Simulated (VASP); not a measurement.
Band structure of Au (fcc). Method: revTPSS meta-GGA, VASP's PBE PAW potentials (set 64) (plane waves; VASP 6.6.1).

Unless said otherwise, spin-orbit coupling is left out, though it shifts the bands of the heavy elements here.

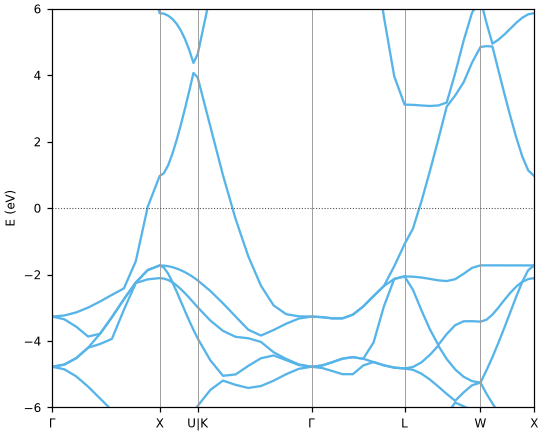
Bands along high-symmetry lines, zero at the valence-band maximum or, without a gap, the Fermi level

Q: Read the plot: is there a gap, and where are the band edges?

A: It has no gap at this level: it comes out as a metal or semimetal.

The compound is Au in the fcc structure. It was relaxed first.
